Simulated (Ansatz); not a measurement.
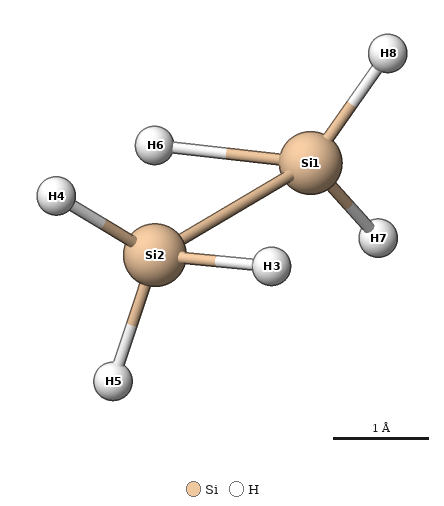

*The input geometry (ball-and-stick view, seen at a tilt; atoms are numbered from 1 in the order of the input).*

Bond lengths as drawn: H–Si 1.46 to 1.66 Å and Si–Si 2.42 Å.

# Geometry relaxation, with input and output: Si2H6

Si2H6, computed with RKS PBE/def2-SVP (Ansatz 0.2.0).

The input holds or restrains some coordinates. It belongs to a series of runs on one base structure; here: pulled along the bonds that form and break, towards end A. Figures and captions count atoms from 1; the log counts them from 0 in places.

The input:
```yaml
crystal:
  periodic: [false, false, false]
  atoms:
    - { symbol: Si, position_ang: [0.0, 0.0, 0.0] }
    - { symbol: Si, position_ang: [1.3097, 0.0, 2.0349] }
    - { symbol: H, position_ang: [-0.0051, -0.4067, 2.5222] }
    - { symbol: H, position_ang: [2.3193, -0.9353, 2.5222] }
    - { symbol: H, position_ang: [1.6149, 1.342, 2.5222] }
    - { symbol: H, position_ang: [1.6588, 0.0, 0.0648] }
    - { symbol: H, position_ang: [-0.6877, 1.1914, -0.4862] }
    - { symbol: H, position_ang: [-0.6877, -1.1914, -0.4862] }
basis:
  gaussian: { orbitals: def2-SVP }
hamiltonian:
  xc: pbe
relax:
  f_tol: 0.15
  max_steps: 25
  restrain:
    - { distance: [1, 5], at: 2.66, k: 30.0 }
    - { distance: [0, 1], at: 2.22, k: 30.0 }
    - { distance: [0, 5], at: 1.46, k: 30.0 }
output:
  orbitals: {}
```

Hardware: 1 thread of AMD EPYC (Zen 3), 192 GiB of memory available, shared host.

Launch command:
```bash
ansatz run input.yaml --threads 1 --pin off --max-ram 2048MiB --backend cpu --events-out ev --progress --plain --runs-dir out
```

The program's output:
```
The last accepted step is kept in [file] (removed where the run ends without a failure and the disk answers)
Engine: ansatz 0.2.0, x86_64-unknown-linux-gnu
Functional definition: PBE
  parameter kappa = 0.804
  parameter beta = 0.06672455060314922
  exchange = pbe_x(kappa = kappa, mu = beta*pi^2/3)
  correlation = pbe_c(beta = beta)
740 factors; their error is unknown
mean field evaluation 1: about -15834.9325 eV, gradient 1.5e1 eV
mean field evaluation 2: about -15835.6292 eV, gradient 8.7e0 eV
mean field evaluation 4: about -15835.9999 eV, gradient 7.3e-1 eV
mean field evaluation 8: about -15835.9385 eV, gradient 3.0e-2 eV
mean field -15835.93854570 eV, -581.9600075698 hartree, gradient 9.8e-6 eV, S^2 0.000000; 0 other end points of the search recorded, 0 dependent functions left out
the calculation of the forces begins
reference -15835.93857893 eV, -581.9600087909 hartree; 17, 17 occupied and 49, 49 virtual orbitals, 740 factors
relax step   1: F+E_penalty+E_count = -15835.93854570 eV  Δ(F+E_penalty+E_count) = +0.000e0 eV  max|allowed force component| = 2.710e0 eV/Å  E_restraint = 7.71840584 eV  max|allowed force component, restraints' pulls added| = 2.195e1 eV/Å  Δτ_max = 0.0000 Å  (24 SCF iters, accepted)
  distance Si 1 - H 5 = 2.0008 Å
  distance Si 0 - Si 1 = 2.4199 Å
  distance Si 0 - H 5 = 1.6601 Å
these checks for a lower state are left out or cut short: starts, cluster_reference, orbital_swaps, neighbouring_geometries, increment
740 factors; their error is unknown
mean field evaluation 16: about -15836.6562 eV, gradient 6.9e0 eV
mean field -15836.83614674 eV, -581.9929937998 hartree, gradient 7.7e-6 eV, S^2 0.000000; 0 other end points of the search recorded, 0 dependent functions left out
the calculation of the forces begins
reference -15836.83617979 eV, -581.9929950142 hartree; 17, 17 occupied and 49, 49 virtual orbitals, 740 factors
relax step   2: F+E_penalty+E_count = -15836.83614674 eV  Δ(F+E_penalty+E_count) = -8.976e-1 eV  max|allowed force component| = 2.411e0 eV/Å  E_restraint = 2.54667696 eV  max|allowed force component, restraints' pulls added| = 1.221e1 eV/Å  Δτ_max = 0.1949 Å  (26 SCF iters, accepted)
  distance Si 1 - H 5 = 2.2985 Å
  distance Si 0 - Si 1 = 2.3830 Å
  distance Si 0 - H 5 = 1.5719 Å
these checks for a lower state are left out or cut short: starts, cluster_reference, orbital_swaps, neighbouring_geometries, increment
740 factors; their error is unknown
mean field -15837.64242942 eV, -582.0226241415 hartree, gradient 8.3e-6 eV, S^2 0.000000; 0 other end points of the search recorded, 0 dependent functions left out
the calculation of the forces begins
reference -15837.64246253 eV, -582.0226253583 hartree; 17, 17 occupied and 49, 49 virtual orbitals, 740 factors
relax step   3: F+E_penalty+E_count = -15837.64242942 eV  Δ(F+E_penalty+E_count) = -8.063e-1 eV  max|allowed force component| = 2.101e0 eV/Å  E_restraint = 0.37863619 eV  max|allowed force component, restraints' pulls added| = 4.304e0 eV/Å  Δτ_max = 0.1959 Å  (24 SCF iters, accepted)
  distance Si 1 - H 5 = 2.5497 Å
  distance Si 0 - Si 1 = 2.3216 Å
  distance Si 0 - H 5 = 1.5125 Å
these checks for a lower state are left out or cut short: starts, cluster_reference, orbital_swaps, neighbouring_geometries, increment
740 factors; their error is unknown
mean field evaluation 32: about -15838.2958 eV, gradient 1.5e-1 eV
mean field -15838.29588452 eV, -582.0466381735 hartree, gradient 1.1e-5 eV, S^2 0.000000; 0 other end points of the search recorded, 0 dependent functions left out
the calculation of the forces begins
reference -15838.29591763 eV, -582.0466393903 hartree; 17, 17 occupied and 49, 49 virtual orbitals, 740 factors
relax step   4: F+E_penalty+E_count = -15838.29588452 eV  Δ(F+E_penalty+E_count) = -6.535e-1 eV  max|allowed force component| = 1.196e0 eV/Å  E_restraint = 0.03672917 eV  max|allowed force component, restraints' pulls added| = 9.753e-1 eV/Å  Δτ_max = 0.1948 Å  (23 SCF iters, accepted)
  distance Si 1 - H 5 = 2.6599 Å
  distance Si 0 - Si 1 = 2.2642 Å
  distance Si 0 - H 5 = 1.4823 Å
these checks for a lower state are left out or cut short: starts, cluster_reference, orbital_swaps, neighbouring_geometries, increment
740 factors; their error is unknown
mean field -15838.53706754 eV, -582.0555014863 hartree, gradient 9.5e-6 eV, S^2 0.000000; 0 other end points of the search recorded, 0 dependent functions left out
the calculation of the forces begins
reference -15838.53710086 eV, -582.0555027106 hartree; 17, 17 occupied and 49, 49 virtual orbitals, 740 factors
relax step   5: F+E_penalty+E_count = -15838.53706754 eV  Δ(F+E_penalty+E_count) = -2.412e-1 eV  max|allowed force component| = 1.211e0 eV/Å  E_restraint = 0.02212188 eV  max|allowed force component, restraints' pulls added| = 4.267e-1 eV/Å  Δτ_max = 0.1997 Å  (24 SCF iters, accepted)
  distance Si 1 - H 5 = 2.6758 Å
  distance Si 0 - Si 1 = 2.2519 Å
  distance Si 0 - H 5 = 1.4744 Å
these checks for a lower state are left out or cut short: starts, cluster_reference, orbital_swaps, neighbouring_geometries, increment
740 factors; their error is unknown
mean field -15838.60158624 eV, -582.0578725044 hartree, gradient 1.3e-5 eV, S^2 0.000000; 0 other end points of the search recorded, 0 dependent functions left out
the calculation of the forces begins
reference -15838.60161934 eV, -582.0578737211 hartree; 17, 17 occupied and 49, 49 virtual orbitals, 740 factors
relax step   6: F+E_penalty+E_count = -15838.60158624 eV  Δ(F+E_penalty+E_count) = -6.452e-2 eV  max|allowed force component| = 1.526e0 eV/Å  E_restraint = 0.01846167 eV  max|allowed force component, restraints' pulls added| = 1.883e-1 eV/Å  Δτ_max = 0.1997 Å  (24 SCF iters, accepted)
  distance Si 1 - H 5 = 2.6836 Å
  distance Si 0 - Si 1 = 2.2430 Å
  distance Si 0 - H 5 = 1.4721 Å
these checks for a lower state are left out or cut short: starts, cluster_reference, orbital_swaps, neighbouring_geometries, increment
740 factors; their error is unknown
mean field -15838.60830047 eV, -582.0581192478 hartree, gradient 9.3e-6 eV, S^2 0.000000; 0 other end points of the search recorded, 0 dependent functions left out
the calculation of the forces begins
reference -15838.60833364 eV, -582.0581204669 hartree; 17, 17 occupied and 49, 49 virtual orbitals, 740 factors
relax step   7: F+E_penalty+E_count = -15838.60830047 eV  Δ(F+E_penalty+E_count) = -6.714e-3 eV  max|allowed force component| = 1.455e0 eV/Å  E_restraint = 0.01733022 eV  max|allowed force component, restraints' pulls added| = 1.454e-1 eV/Å  Δτ_max = 0.0658 Å  (24 SCF iters, accepted)
  distance Si 1 - H 5 = 2.6819 Å
  distance Si 0 - Si 1 = 2.2441 Å
  distance Si 0 - H 5 = 1.4697 Å
740 factors; their error is unknown
mean field evaluation 64: about -15838.6737 eV, gradient 2.8e-1 eV
```

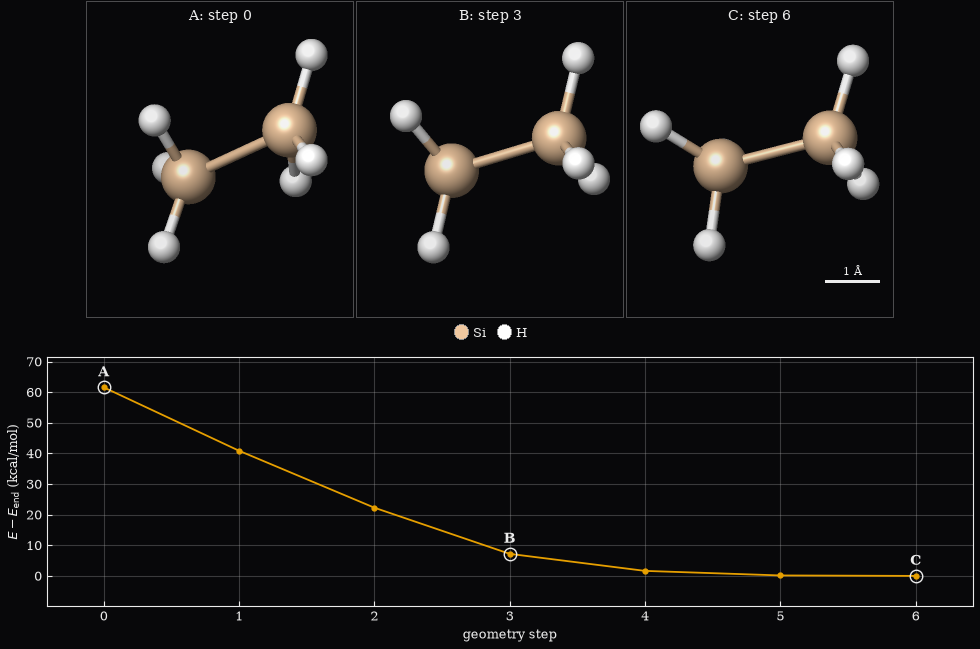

*Frames of the restrained relaxation (ball-and-stick view, seen at an oblique angle) above the curves, on which the letters mark them (the first geometry is step 0 here and step 1 in the log).*

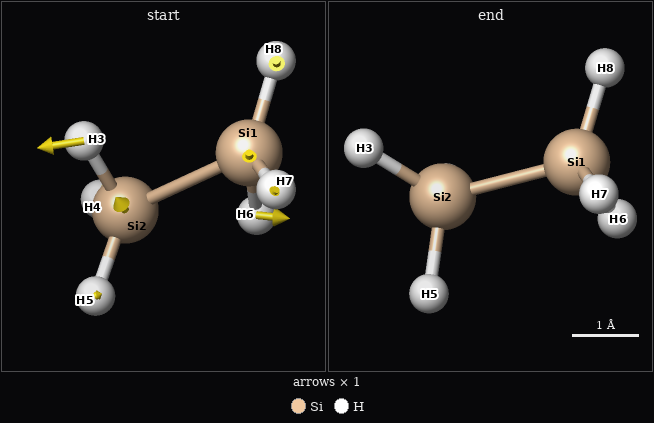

*Before (left) and after (right) the restrained relaxation, at one scale (ball-and-stick view, seen at an oblique angle). The yellow arrows give the displacements, at true length.*

The energy falls by 61.6 kcal/mol in 6 geometry steps. Largest force component: 2.7 eV/Å at the start, 1.5 eV/Å at the end. The largest move after the best rigid fit is that of H3, 0.73 Å. Largest moves by element: H 0.73 Å, Si 0.36 Å. Among the contacts that change: Si1–H6 1.660 → 1.470 Å, Si1–Si2 2.420 → 2.244 Å, Si2–H3 1.460 → 1.507 Å, Si1–H7 1.459 → 1.502 Å. Among the angles that change: Si1–Si2–H3 78.1° → 119.0°, Si2–Si1–H6 55.0° → 90.0°, Si1–Si2–H4 130.9° → 106.5°. (Atoms are counted from 1 in the order of the input.)

```
mean field -15838.60830047 eV, -582.0581192478 hartree, gradient 9.2e-6 eV, S^2 0.000000; 1 other end points of the search recorded, 0 dependent functions left out
the calculation of the forces begins
reference -15838.60833364 eV, -582.0581204669 hartree; 17, 17 occupied and 49, 49 virtual orbitals, 740 factors
Total energy: -15838.60833364 eV, -582.0581204669 hartree
Atom 0 at     0.253302     0.003667     0.014418 Å, force    -0.647651    -0.036665    -0.652497 eV/Å
Atom 1 at     0.960198    -0.019800     2.144127 Å, force     0.046139    -0.058687     1.455453 eV/Å
Atom 2 at    -0.030421    -0.323148     3.238398 Å, force    -0.006213     0.013989     0.006312 eV/Å
Atom 3 at     2.062720    -1.043743     2.219016 Å, force    -0.000271    -0.018821    -0.010783 eV/Å
Atom 4 at     1.567794     1.329324     2.427732 Å, force     0.021807     0.018933    -0.015414 eV/Å
Atom 5 at     1.644025     0.124599    -0.445155 Å, force     0.560075     0.085702    -0.800248 eV/Å
Atom 6 at    -0.558893     1.192065    -0.414020 Å, force    -0.000256     0.017544     0.021347 eV/Å
Atom 7 at    -0.376525    -1.262964    -0.490617 Å, force     0.026370    -0.021994    -0.004171 eV/Å
Dipole moment:    -0.065627    -0.002987    -0.055251 e Å
```

Trajectory as extended XYZ (Å, eV, eV/Å), 7 frames, from step=1 to step=7:
```
8
Properties=species:S:1:pos:R:3:forces:R:3 step=1 energy=-15835.93855
Si    0.0000    0.0000    0.0000    2.7100   0.2476   0.3418
Si    1.3097    0.0000    2.0349   -2.5641   0.1572   0.5784
H    -0.0051   -0.4067    2.5222   -0.2895  -0.4430   1.9760
H     2.3193   -0.9353    2.5222    0.6728  -0.6465  -0.5027
H     1.6149    1.3420    2.5222    0.1733   0.7660  -0.0058
H     1.6588    0.0000    0.0648   -1.0266  -0.0835  -2.2384
H    -0.6877    1.1914   -0.4862    0.1977   0.8303  -0.1424
H    -0.6877   -1.1914   -0.4862    0.1265  -0.8281  -0.0071
8
Properties=species:S:1:pos:R:3:forces:R:3 step=2 energy=-15836.83615
Si    0.0829    0.0028    0.0474    1.7796   0.1417  -0.4359
Si    1.2367    0.0013    2.1324   -0.6426   0.1158  -0.2471
H    -0.0313   -0.4194    2.5638   -1.4870  -0.7010   2.4108
H     2.3221   -0.9403    2.5137    0.1718  -0.2985  -0.4744
H     1.6155    1.3558    2.5253    0.0818   0.7299   0.1512
H     1.6448   -0.0012   -0.1296   -0.7211  -0.0294  -1.9108
H    -0.6739    1.1907   -0.4808    0.4122   0.2177   0.2076
H    -0.6745   -1.1895   -0.4783    0.4053  -0.1763   0.2986
8
Properties=species:S:1:pos:R:3:forces:R:3 step=3 energy=-15837.64243
Si    0.1835    0.0055    0.0735    0.3224   0.0374  -1.1113
Si    1.1624    0.0026    2.1786    0.3423   0.0638  -0.2333
H    -0.0864   -0.4421    2.6658   -1.3338  -0.5294   2.1009
H     2.3099   -0.9387    2.4888   -0.2812  -0.0077  -0.3772
H     1.6121    1.3702    2.5289   -0.0996   0.3696   0.1813
H     1.6424   -0.0009   -0.3255   -0.1943   0.0158  -1.4712
H    -0.6513    1.1835   -0.4603    0.6121  -0.1176   0.4337
H    -0.6505   -1.1801   -0.4560    0.6321   0.1679   0.4771
8
Properties=species:S:1:pos:R:3:forces:R:3 step=4 energy=-15838.29588
Si    0.2493    0.0071    0.0351   -0.4729  -0.0277  -0.9936
Si    1.0913    0.0002    2.1368   -0.0288  -0.1097   1.0156
H    -0.1170   -0.4546    2.8578   -0.1608  -0.0226   0.9647
H     2.2588   -0.9313    2.4326   -0.3057   0.0267  -0.3330
H     1.5810    1.3670    2.5304   -0.1764   0.0734   0.0362
H     1.6448    0.0043   -0.4648    0.2151   0.0332  -1.1964
H    -0.5947    1.1964   -0.4199    0.4538  -0.0881   0.2590
H    -0.5914   -1.1890   -0.4141    0.4757   0.1148   0.2474
8
Properties=species:S:1:pos:R:3:forces:R:3 step=5 energy=-15838.53707
Si    0.2677    0.0008    0.0097   -0.5950   0.0361  -0.5974
Si    1.0194    0.0051    2.1325   -0.0298  -0.0396   1.2115
H    -0.0857   -0.4215    3.0426    0.0024  -0.0405   0.4267
H     2.1904   -0.9442    2.2454   -0.1342   0.0027  -0.0232
H     1.5126    1.3726    2.5346   -0.0387  -0.0092  -0.0446
H     1.6637   -0.0109   -0.4645    0.3820   0.0437  -1.0218
H    -0.5231    1.2181   -0.4051    0.1930  -0.0278   0.0060
H    -0.5228   -1.2201   -0.4012    0.2203   0.0345   0.0428
8
Properties=species:S:1:pos:R:3:forces:R:3 step=6 energy=-15838.60159
Si    0.2551    0.0034    0.0149   -0.6591  -0.0179  -0.7282
Si    0.9635   -0.0122    2.1431    0.0566  -0.0288   1.5263
H    -0.0232   -0.3735    3.2262    0.0221   0.0199  -0.0115
H     2.1028   -0.9985    2.1976   -0.0256  -0.0046   0.0073
H     1.5208    1.3535    2.4670    0.0072  -0.0337  -0.0486
H     1.6507    0.0596   -0.4500    0.5071   0.0600  -0.8026
H    -0.5160    1.2134   -0.4360    0.0258  -0.0052   0.0359
H    -0.4316   -1.2457   -0.4689    0.0659   0.0104   0.0215
8
Properties=species:S:1:pos:R:3:forces:R:3 step=7 energy=-15838.60830
Si    0.2533    0.0037    0.0144   -0.6477  -0.0367  -0.6525
Si    0.9602   -0.0198    2.1441    0.0461  -0.0587   1.4555
H    -0.0304   -0.3231    3.2384   -0.0062   0.0140   0.0063
H     2.0627   -1.0437    2.2190   -0.0003  -0.0188  -0.0108
H     1.5678    1.3293    2.4277    0.0218   0.0189  -0.0154
H     1.6440    0.1246   -0.4452    0.5601   0.0857  -0.8002
H    -0.5589    1.1921   -0.4140   -0.0003   0.0175   0.0213
H    -0.3765   -1.2630   -0.4906    0.0264  -0.0220  -0.0042
```

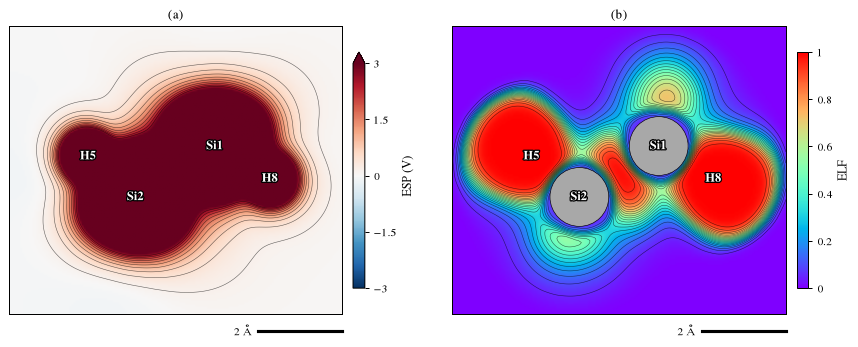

*(a) electrostatic potential; (b) ELF on the plane of atoms Si1, Si2 and H5. Grey discs, where drawn, cover atomic cores.*

Atoms in the plane: Si and H. Si–Si (2.24 Å): the ELF peaks at about 1 between the atoms, which marks a covalent bond. The potential has no marked negative region in this plane.

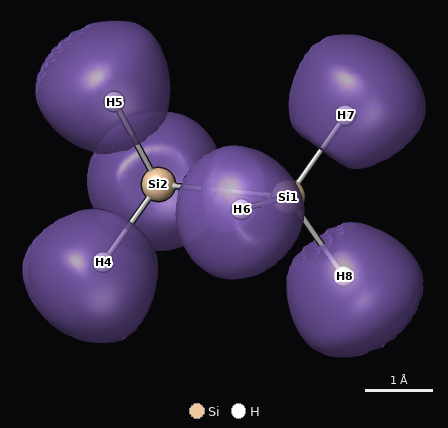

*Isosurface of the electron localisation function at 0.9 (purple), seen at a tilt. Only the valence region is drawn (cores and ρ < 0.01 e/Å³ removed).*

The ELF exceeds this value in one region between bonded Si–Si atoms (shared pairs) and six regions around hydrogen nuclei. Profiles from the grid: Si–Si (2.24 Å): the ELF peaks at about 1 between the atoms, which marks localised, shared-pair bonding. Si–H (1.47 Å): the ELF climbs to about 1 towards the hydrogen, as it does in any bond to H.

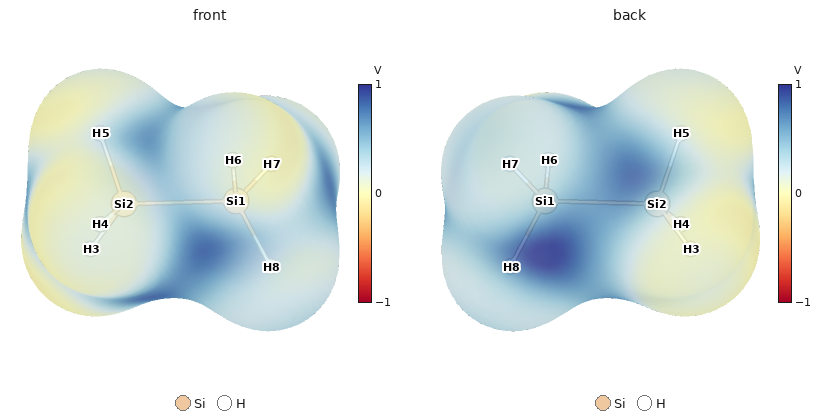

*The molecular electrostatic potential painted on the density surface at 0.002 e/bohr³, seen at a tilt and from behind; red is negative and blue positive.*

Key numbers:

- outcome: converged under the restraints of the input
- total energy: −15838.6083 eV
- mean-field energy: −15838.6083 eV
- largest force (length of the vector) at the end, held atoms and coordinates included: 1.457 eV/Å
- wall time: 10 s
- peak memory: 0.13 GiB
